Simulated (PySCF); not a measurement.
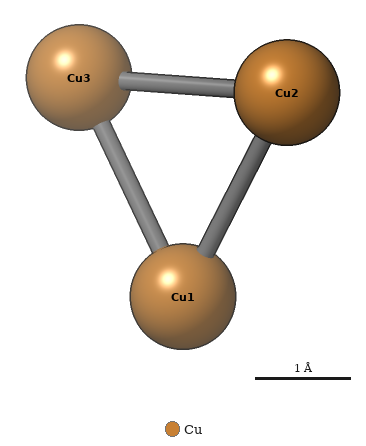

Figure 1. The input geometry (ball-and-stick view, seen at a tilt; atoms are numbered from 1 in the order of the input). Sticks mark near contacts.

Run report: Cu3, frequency calculation

Cu3, multiplicity 4, computed with UKS-based PBE0, Cu def2-TZVP; non-relativistic Hamiltonian; density fitting (PySCF 2.14.0).

## Input
```python
from pyscf import gto, scf, dft
mol = gto.M(atom='''
Cu     0.000000    -1.494782     0.000000
Cu     1.294520     0.747391     0.000000
Cu    -1.294520     0.747391     0.000000''',
    basis={'Cu': 'def2-TZVP'},
    charge=0, spin=3)
mf = dft.UKS(mol, xc='PBE0')
mf.grids.atom_grid = (75, 302)
aux = {'Cu': 'def2-universal-JKFIT'}
mf = mf.density_fit(auxbasis=aux)
mf.conv_tol = 1e-09
mf.diis_space = 10
mf.max_cycle = 60
mf.verbose = 4
mf.kernel()
```

The script is an equivalent of the set-up of the self-consistent field. The run itself was carried out by a driver, which started from the orbitals of the step before it where there was one and computed the further properties.

Hardware: 4 threads of Arm Neoverse V2, 24 GiB of memory available, shared host.

Launch command:
```bash
OMP_NUM_THREADS=4 python axn.py task.json out
```

## What the program printed
```
init E= -4920.75249276102
  alpha nocc = 45  HOMO = -0.170549467344617  LUMO = 0.0123127028735972
  beta  nocc = 42  HOMO = -0.273836972371066  LUMO = -0.18249580930679
cycle= 1 E= -4920.75249276103  delta_E= -8.19e-12  |g|= 9.77e-06  |ddm|= 5.65e-06
  alpha nocc = 45  HOMO = -0.170549731253554  LUMO = 0.0123125871874699
  beta  nocc = 42  HOMO = -0.273837039653363  LUMO = -0.182496103343553
Extra cycle  E= -4920.75249276083  delta_E= 1.94e-10  |g|= 3.4e-05  |ddm|= 1.67e-05
converged SCF energy = -4920.75249276083  <S^2> = 3.7584918  2S+1 = 4.0042437
```

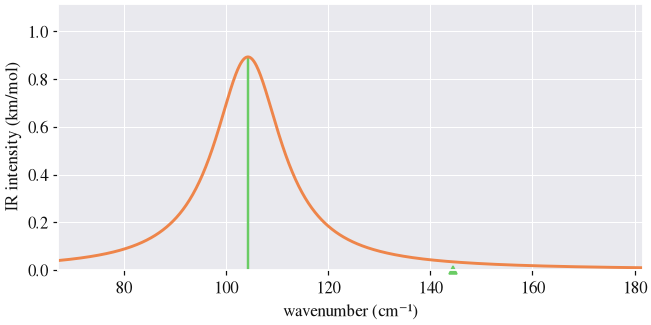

Figure 2. Harmonic infrared spectrum, unscaled: sticks (degenerate modes added up, dark ones marked on the axis) with a Lorentzian envelope of 16 cm⁻¹ full width, scaled to the tallest stick. 3 modes from 104 to 144 cm⁻¹, none imaginary. The strongest line is at 104 cm⁻¹ (0.9 km/mol). All modes, in cm⁻¹ (km/mol): 104 (0.4), 104 (0.4), 144 (0.0).

## Key numbers

| quantity | value |
| --- | --- |
| outcome | converged |
| total energy | −4920.752493 hartree |
| ⟨S²⟩ | 3.758 |
| zero-point energy | 0.000804 hartree |
| dipole moment | 0.00 D |
| wavenumbers, lowest and highest | 104 and 144 cm⁻¹ |
| wall time | 59 s (CPU time 3.2 min) |
| peak memory | 1.1 GiB |
